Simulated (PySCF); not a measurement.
C₅H₉NO (SMILES C=CC(=O)CCN)

```xyz
16

C    -3.1907    0.0445    0.5258
C    -1.9806    0.4629    0.1783
C    -0.7751   -0.3605    0.4383
O    -0.8278   -1.4590    0.9395
C     0.5230    0.2986    0.0229
C     1.7478   -0.5912    0.2817
N     3.0161   -0.0071   -0.1051
H    -3.3099   -0.9140    1.0054
H    -4.0807    0.6250    0.3508
H    -1.8245    1.4186   -0.3023
H     0.4528    0.5478   -1.0410
H     0.6152    1.2402    0.5748
H     1.6284   -1.5303   -0.2639
H     1.7959   -0.8305    1.3467
H     3.0225    0.2072   -1.0968
H     3.1800    0.8570    0.4009
```

Geometry: GFN2-xTB, NEB image 0 of 0 to 8.

These are results of PySCF, PBE0/pcSseg-1, SCF density, gas phase, non-relativistic, not measurements.

What can the converged electron density and electron localisation function tell about the bonding?

Answer. C–O (1.21 Å): ρ at the midpoint is about 3.3 e/Å³; the ELF peaks at about 0.85 between the atoms (a multiple bond).
C–C (1.33 Å): ρ at the midpoint is about 2.3 e/Å³; the ELF peaks at about 0.95 between the atoms (a short, multiple covalent bond).
C–N (1.45 Å): ρ at the midpoint is about 1.9 e/Å³; the ELF peaks at about 0.95 between the atoms (a covalent bond).
C–C (1.48 Å): the density is about 1.8 e/Å³ at the midpoint; the ELF peaks at about 0.95 between the atoms; a shared electron pair.

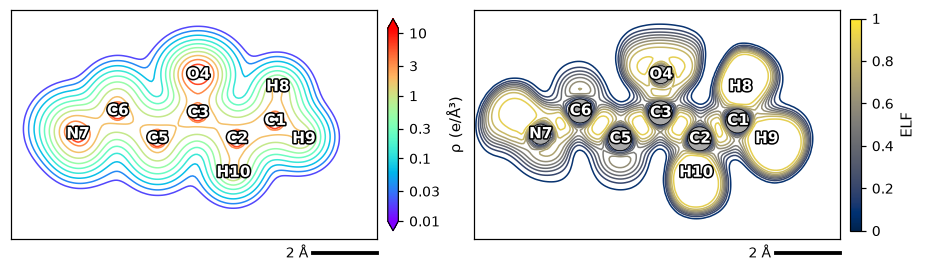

Computed electron density and electron localisation function on the plane of atoms O4, C3 and C5, in this order. Grey discs cover the atomic cores in the ELF map. 
